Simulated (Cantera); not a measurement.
Charge: 1 mol V2O5, 1 mol H2, 30 mol N2, at 0.100 bar.

Method: chemical equilibrium by Gibbs-energy minimisation in Cantera with the NASA 1993 tables (ideal gas, pure condensed phases). Candidate condensed phases: H2O, V, VN, VO, V2O3, V2O4, V2O5; 28 gas species. Mutual solubility and eutectic melting of coexisting phases are not modelled. Condensed phases not in the tables: the oxides between V2O3 and V2O5 other than VO2. Equilibrium is a limit: real reactors are often held back by kinetics, nucleation or transport.

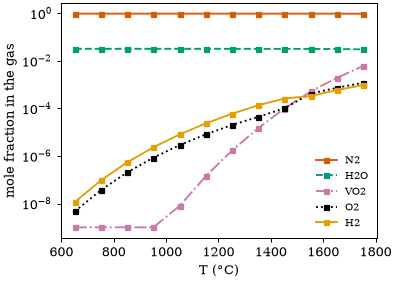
Equilibrium gas composition (values under 1e-9 drawn at 1e-9)

**Question.** Read off the mole fractions at 1552 °C.

**Answer.** N2 about 0.97, H2O about 0.032, VO2 about 0.00052, O2 about 0.00042, H2 about 0.00033.
